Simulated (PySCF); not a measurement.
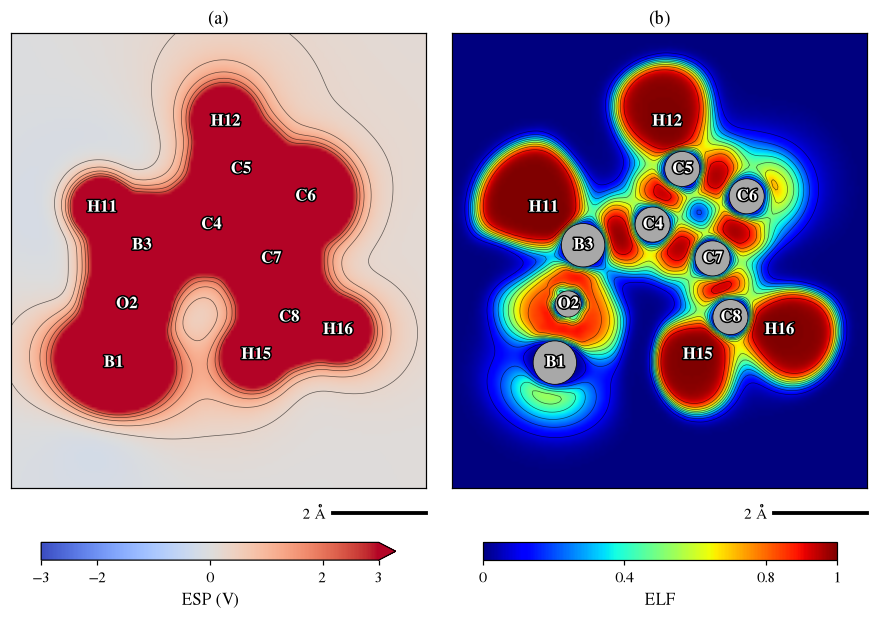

Figure 1: C5H8B2O (SMILES BOBC1=CCC1=C). (a) molecular electrostatic potential; (b) ELF on the plane of atoms C6, C5 and H12. Grey discs cover the atomic cores in the ELF map.

Geometry: GFN2-xTB.

All numbers below come from PBE0/pcSseg-1, SCF density, gas phase, non-relativistic (PySCF).

```xyz
16

B     2.9619    0.8134   -0.0889
O     2.1213   -0.1692   -0.0872
B     1.2492   -1.1379   -0.0718
C    -0.2661   -0.8447    0.1512
C    -1.3811   -1.6096    0.2227
C    -2.3200   -0.4555    0.4555
C    -1.0531    0.3880    0.3714
C    -0.7998    1.6796    0.4647
H     3.2179    1.3622   -1.1036
H     3.4682    1.1516    0.9240
H     1.6216   -2.2490   -0.2297
H    -1.5651   -2.6660    0.1462
H    -3.0549   -0.2753   -0.3299
H    -2.8240   -0.4427    1.4225
H     0.2016    2.0661    0.3726
H    -1.5852    2.3980    0.6364
```

Question: Describe what can be read from this map.

Answer: The section cuts through B, O, C and H sites.
B–O (1.29 Å): the ELF peaks at about 0.90 between the atoms, as expected for a short, strongly polar bond.
C–C (1.32 Å): the ELF peaks at about 0.90 between the atoms: a short, multiple covalent bond.
C–B (1.56 Å): the ELF peaks at about 1 between the atoms, as expected for a covalent bond.
C–H (1.08 Å): the ELF climbs to about 1 towards the hydrogen, as it does in any bond to H: an ordinary covalent bond to hydrogen.
C–C (1.48 Å): the ELF peaks at about 0.95 between the atoms; a covalent bond.
The potential has no marked negative region in this plane.
